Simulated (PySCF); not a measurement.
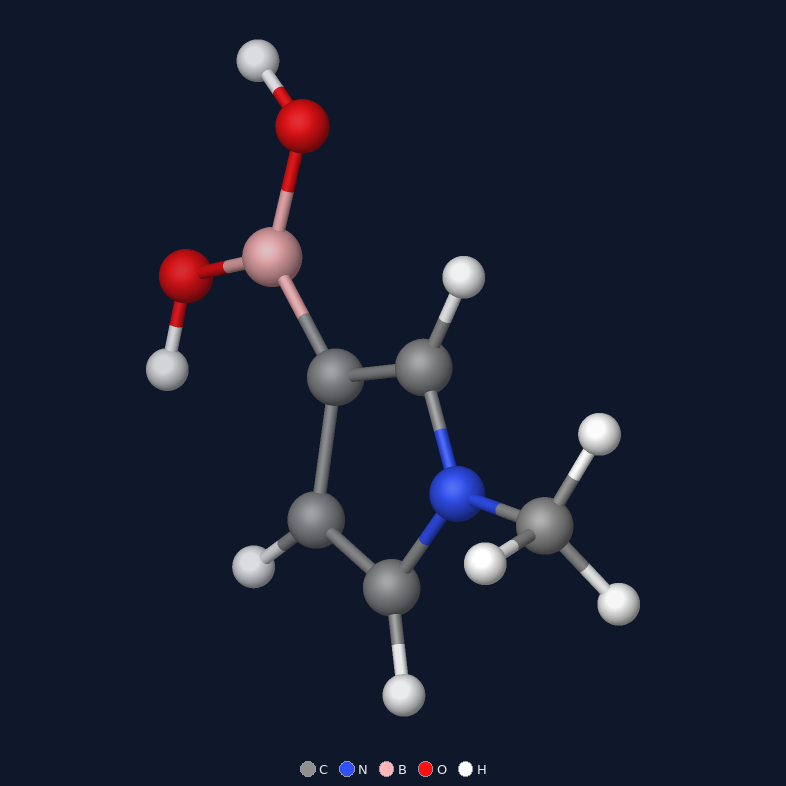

Rendered structure (ball-and-stick style). Every bond is drawn as one stick, whatever its order.

Computed geometry: GFN2-xTB optimisation. No frequency run is at hand to confirm it as a minimum.

Describe the molecule.

The molecule is C₅H₈BNO₂. Its SMILES string is `Cn1ccc(B(O)O)c1`. Independent rings (smallest set): 1 of 5 members, 1 of them aromatic. Coordination: 1 C tetrahedral; 1 N trigonal planar; 4 C trigonal planar; 1 B trigonal planar; 2 O bent.

More results for the same structure follow; atom numbers are the same in all pictures, views and colours differ.

**Quadrupole coupling**

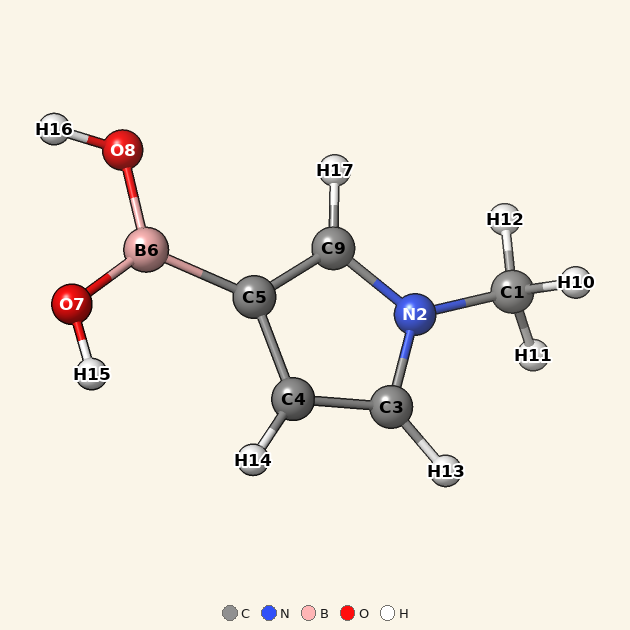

No frequency run is at hand to confirm it as a minimum. Electric field gradients from the ground-state density, PBE0/pcSseg-1 (PySCF 2.14.0), non-relativistic apart from any core potentials.

Give the largest field-gradient component, the quadrupole coupling constant and the asymmetry for 14N at N2 (Q = 20.44 mb), 11B at B6 (Q = 40.59 mb), 17O at O7 (Q = −25.6 mb), 17O at O8 (Q = −25.6 mb).

```tsv
atom	V_zz (a.u.)	e²qQ/h (MHz)	η
N2	−0.598	−2.87	0.31
B6	0.336	3.20	0.38
O7	1.413	−8.50	0.27
O8	1.415	−8.51	0.22
```

**Dipole moment**

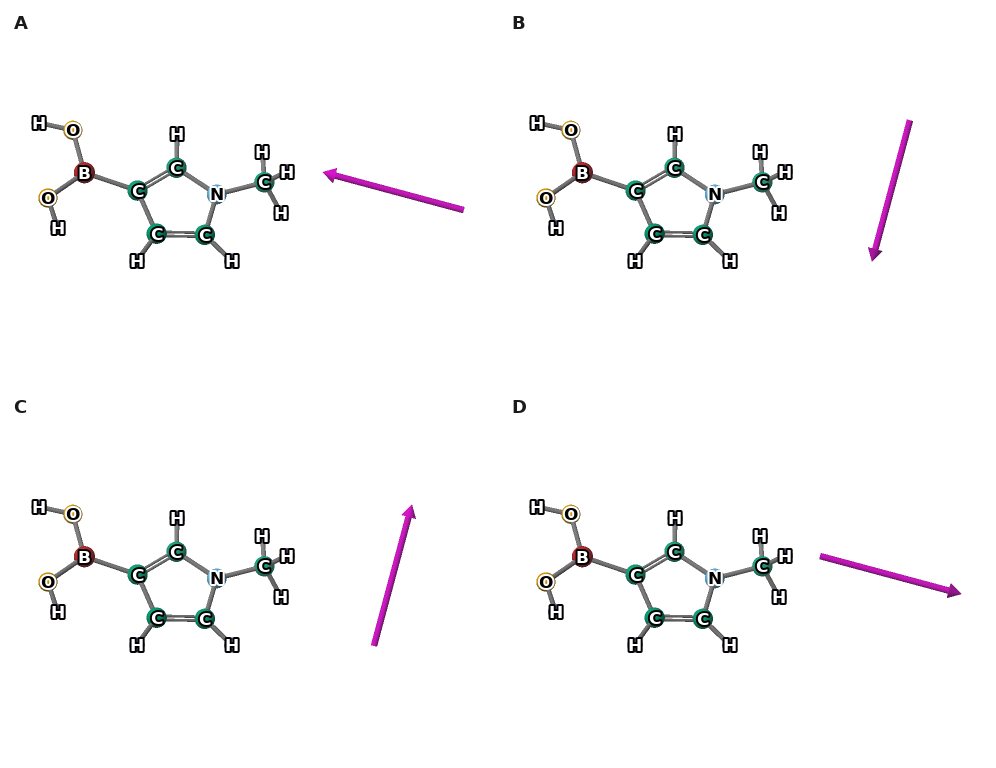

The same molecule four times, each with an arrow. No frequency run is at hand to confirm it as a minimum. Method: PBE0/def2-SVPD, gas phase (PySCF 2.14.0).

> Which arrow points along the dipole moment, from the negative to the positive end?

D. The dipole moment is 2.68 D.

**Ring current**

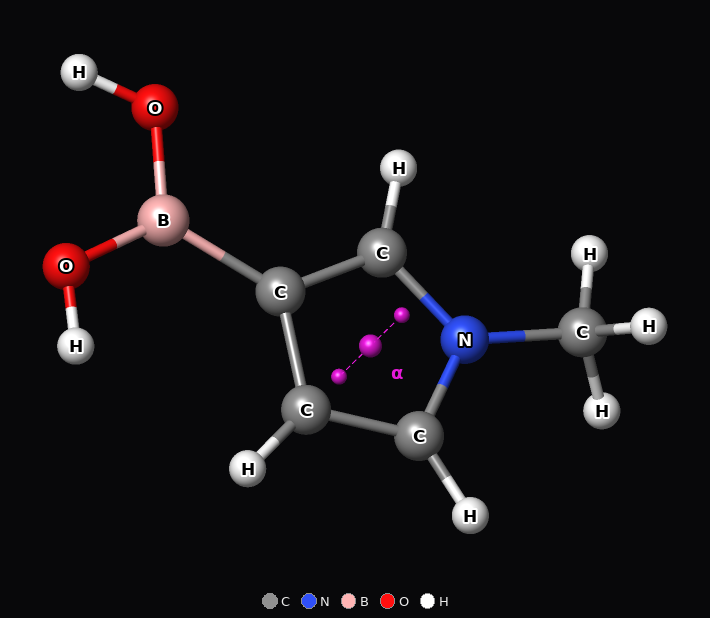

The small points mark where nucleus-independent chemical shifts (NICS) were computed: at the centre of each lettered ring and 1 Å above and below it. No frequency run is at hand to confirm it as a minimum. Properties computed with GIAO PBE0/pcSseg-1 NMR shielding, non-relativistic, gas phase (PySCF 2.14.0).

Give NICS(0), NICS(1) and the out-of-plane component NICS(1)zz for each ring (means of the two sides).

| ring | members | NICS(0) | NICS(1) | NICS(1)zz |
| --- | --- | --- | --- | --- |
| α | C4N | −12.7 | −10.8 | −28.2 |

Values in ppm.

> What do the values say about the ring currents?

Ring α: diatropic, as in an aromatic ring. NICS is one index among several.

**Polarisability**

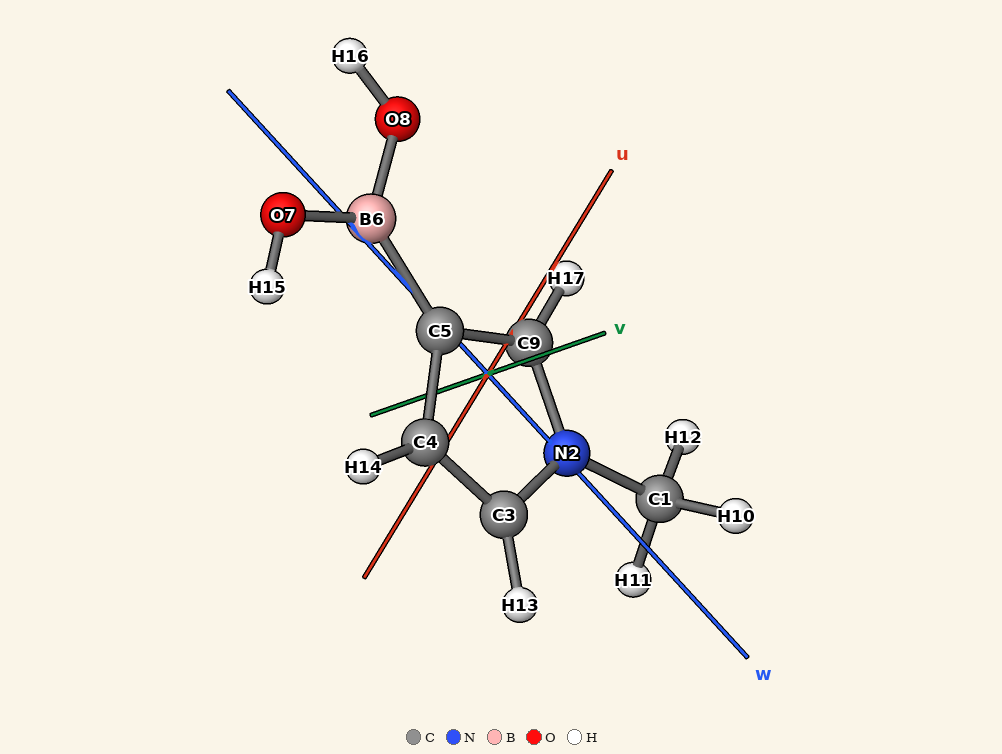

The lines u, v and w are the principal axes of the static dipole polarisability. No frequency run is at hand to confirm it as a minimum. Method: PBE0/def2-SVPD (PySCF 2.14.0).

> Along which axis is the molecule most polarisable, and along which least?

Most along w (nearly parallel to the C3–C4 bond), least along v.

> Give the three principal values.

u 88.7, v 57.0, w 114.5 bohr³; mean 86.7, anisotropy 49.9 bohr³.

The geometry is semi-empirical. Around B such bond lengths and angles can be off by a tenth of an ångström or more and by several degrees, and values that hang on the shape move with them.
